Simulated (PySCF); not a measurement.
Geometry relaxation, with input and output: C₂H₈Ge

System: C₂H₈Ge, SMILES [CH3][GeH2][CH3].
Method: PBE0-D3(BJ)/def2-TZVP geometry optimisation, gas phase (PySCF 2.14.0).

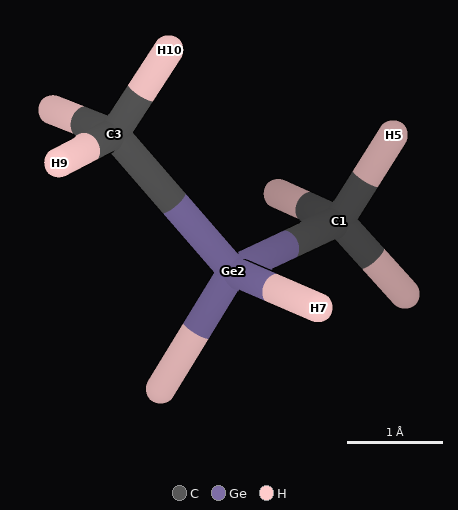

*The input geometry (stick view, seen at a tilt; atoms are numbered from 1 in the order of the input). Sticks mark near contacts.*

Results in brief:

- outcome: converged
- total energy: −2157.702435 hartree
- dipole moment: 0.70 D
- point group: C2v
- hardware: 1 CPU thread, shared host
- wall time: 40 s
- peak memory: 0.64 GiB

Input file:
```
{"job": {"xc": "PBE0", "basis": "def2-TZVP", "d3": "d3bj", "grid": 2, "shake": 0.01, "kind": "geom"}, "charge": 0, "multiplicity": 1}
C      1.572510     0.557920    -0.072760
Ge     0.097070    -0.692760     0.314320
C     -1.665070     0.039800    -0.224960
H      2.553350     0.186710     0.208560
H      1.393870     1.509040     0.449740
H      1.579180     0.813430    -1.142450
H      0.107680    -1.024620     1.784640
H      0.369700    -1.984330    -0.402060
H     -2.451220    -0.650180     0.015830
H     -1.852680     0.964720     0.326330
H     -1.666290     0.254430    -1.272860
```

The first line tells a small driver script what to run in PySCF; the rest is the geometry in Å.

Run as:
```bash
OMP_NUM_THREADS=1 python <driver script> task.json out
```

Output:
```
step   0  E = -2157.69978083  max force = 0.017201
step   1  E = -2157.70153755  max force = 0.006970
step   2  E = -2157.70219961  max force = 0.002979
step   3  E = -2157.70238166  max force = 0.001292
step   4  E = -2157.70242487  max force = 0.000855
step   5  E = -2157.70243506  max force = 0.000336
optimisation converged
```

Trajectory as extended XYZ (Å, eV, eV/Å), 6 frames, from step=0 to step=5:
```
11
Properties=species:S:1:pos:R:3:forces:R:3 step=0 energy=-58714.00165
C     1.5725    0.5579   -0.0728   -0.5687   0.6100  -0.2705
Ge    0.0971   -0.6928    0.3143   -0.0532   0.8104  -0.3408
C    -1.6651    0.0398   -0.2250    0.8845   0.2628   0.8417
H     2.5534    0.1867    0.2086    0.0360  -0.1753   0.0629
H     1.3939    1.5090    0.4497    0.0784  -0.2527   0.0252
H     1.5792    0.8134   -1.1424    0.0550  -0.2144   0.1909
H     0.1077   -1.0246    1.7846   -0.0754  -0.0535   0.6663
H     0.3697   -1.9843   -0.4021    0.0665  -0.6451  -0.4493
H    -2.4512   -0.6502    0.0158   -0.3944  -0.4456   0.0531
H    -1.8527    0.9647    0.3263    0.0285  -0.0093  -0.0600
H    -1.6663    0.2544   -1.2729   -0.0572   0.1127  -0.7194
11
Properties=species:S:1:pos:R:3:forces:R:3 step=1 energy=-58714.04945
C     1.2442    0.9931   -0.2484    0.3584  -0.0155   0.0569
Ge    0.3715   -0.6489    0.3424   -0.2114  -0.3088   0.0640
C    -1.5304   -0.4234   -0.0487   -0.1576  -0.0848  -0.1137
H     2.3321    0.9600   -0.0868   -0.3332   0.0653  -0.0663
H     0.8240    1.8399    0.3021    0.0853  -0.0625  -0.0305
H     1.0448    1.1427   -1.3128    0.0616  -0.0082   0.0628
H     0.5684   -0.8999    1.8633    0.0474   0.0772  -0.1814
H     0.8852   -1.9065   -0.4186    0.0335   0.2379   0.0978
H    -2.1502   -1.2821    0.2252    0.1750   0.0288  -0.0344
H    -1.9141    0.4455    0.4825   -0.0261   0.1148   0.0612
H    -1.6455   -0.2381   -1.1215   -0.0328  -0.0442   0.0837
11
Properties=species:S:1:pos:R:3:forces:R:3 step=2 energy=-58714.06747
C     1.2615    0.9910   -0.2460    0.0346  -0.0431   0.0194
Ge    0.3559   -0.6407    0.3349   -0.1532  -0.0207  -0.0244
C    -1.5519   -0.4295   -0.0490   -0.0277   0.0593  -0.0197
H     2.3380    0.9472   -0.0780   -0.0091  -0.0122   0.0064
H     0.8561    1.8429    0.3017    0.0154   0.0203   0.0008
H     1.0798    1.1469   -1.3105    0.0155   0.0119  -0.0097
H     0.5675   -0.8802    1.8440    0.0251   0.0239   0.0076
H     0.8928   -1.8747   -0.4202    0.0460   0.0242  -0.0104
H    -2.1393   -1.3036    0.2331    0.0573  -0.0285   0.0132
H    -1.9454    0.4366    0.4877    0.0116  -0.0174  -0.0007
H    -1.6850   -0.2535   -1.1188   -0.0156  -0.0177   0.0177
11
Properties=species:S:1:pos:R:3:forces:R:3 step=3 energy=-58714.07242
C     1.2745    0.9912   -0.2448   -0.0664   0.0003  -0.0074
Ge    0.3401   -0.6289    0.3255   -0.0185   0.0545  -0.0238
C    -1.5691   -0.4343   -0.0492    0.0139   0.0451  -0.0014
H     2.3459    0.9256   -0.0650    0.0601  -0.0336   0.0228
H     0.8839    1.8518    0.3002    0.0022   0.0201  -0.0015
H     1.1113    1.1546   -1.3111    0.0047   0.0116  -0.0103
H     0.5622   -0.8597    1.8331   -0.0006  -0.0043   0.0346
H     0.8983   -1.8509   -0.4293    0.0148  -0.0330  -0.0222
H    -2.1253   -1.3240    0.2441   -0.0070  -0.0236   0.0194
H    -1.9714    0.4244    0.4924    0.0040  -0.0311  -0.0036
H    -1.7203   -0.2676   -1.1170   -0.0072  -0.0059  -0.0065
11
Properties=species:S:1:pos:R:3:forces:R:3 step=4 energy=-58714.07360
C     1.2816    0.9940   -0.2450   -0.0439   0.0121  -0.0086
Ge    0.3332   -0.6203    0.3195    0.0260   0.0389  -0.0110
C    -1.5779   -0.4379   -0.0491    0.0185   0.0068  -0.0010
H     2.3515    0.9107   -0.0560    0.0243  -0.0207   0.0120
H     0.9007    1.8605    0.2981    0.0023   0.0048  -0.0005
H     1.1304    1.1624   -1.3125    0.0043   0.0024  -0.0023
H     0.5567   -0.8494    1.8287   -0.0074  -0.0077   0.0128
H     0.8985   -1.8410   -0.4356   -0.0051  -0.0178  -0.0068
H    -2.1186   -1.3353    0.2515   -0.0125  -0.0061   0.0096
H    -1.9861    0.4152    0.4955   -0.0033  -0.0116   0.0010
H    -1.7398   -0.2767   -1.1160   -0.0032  -0.0011  -0.0054
11
Properties=species:S:1:pos:R:3:forces:R:3 step=5 energy=-58714.07388
C     1.2846    0.9965   -0.2454   -0.0109   0.0089  -0.0042
Ge    0.3313   -0.6152    0.3164    0.0173   0.0099  -0.0005
C    -1.5808   -0.4399   -0.0491    0.0068  -0.0072  -0.0009
H     2.3536    0.9027   -0.0513    0.0002  -0.0038   0.0020
H     0.9088    1.8657    0.2970    0.0023  -0.0027   0.0007
H     1.1398    1.1669   -1.3135    0.0035  -0.0023   0.0014
H     0.5528   -0.8458    1.8267   -0.0036  -0.0037  -0.0004
H     0.8960   -1.8376   -0.4385   -0.0060  -0.0027   0.0006
H    -2.1158   -1.3401    0.2554   -0.0040   0.0020   0.0015
H    -1.9925    0.4104    0.4968   -0.0040   0.0010   0.0007
H    -1.7479   -0.2814   -1.1156   -0.0015   0.0006  -0.0008
```

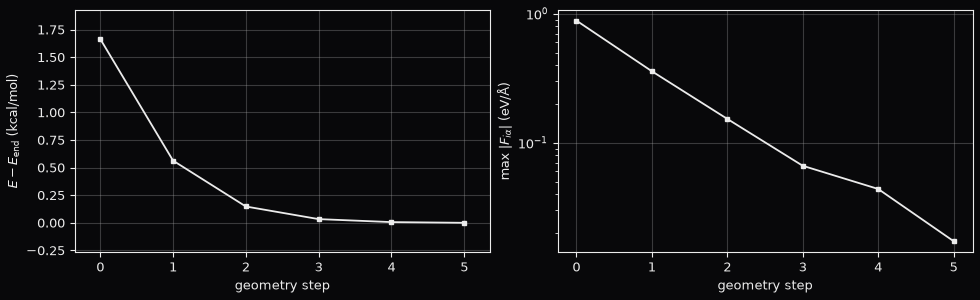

*Progress of the relaxation, step by step (steps are counted from 0).*

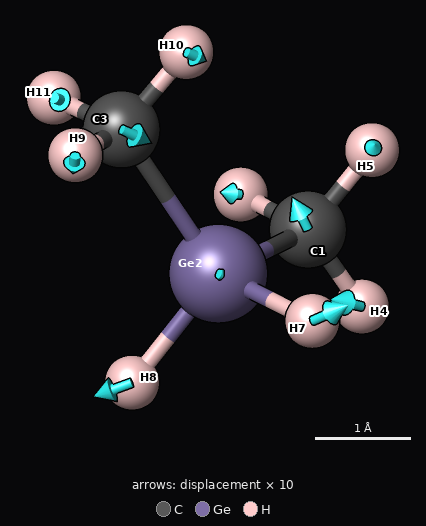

*The starting structure with the displacements as teal arrows, magnified 10 times (ball-and-stick view, seen at a tilt). The two geometries are laid on each other by the best rigid fit.*

The atom that moves furthest after the best rigid fit is H7 (0.050 Å). Largest moves by element: H 0.050 Å, C 0.042 Å, Ge 0.010 Å. Among the contacts that change: Ge2–H8 1.502 → 1.544 Å, Ge2–H7 1.507 → 1.544 Å, Ge2–C3 1.983 → 1.955 Å, C3–H11 1.070 → 1.091 Å. Among the angles that change: H5–C1–H6 105.2° → 108.4°, Ge2–C1–H4 114.1° → 110.8°. Over 5 geometry steps the energy falls by 1.67 kcal/mol. The largest force component goes from 0.88 to 0.017 eV/Å. (Atoms are counted from 1 in the order of the input.)
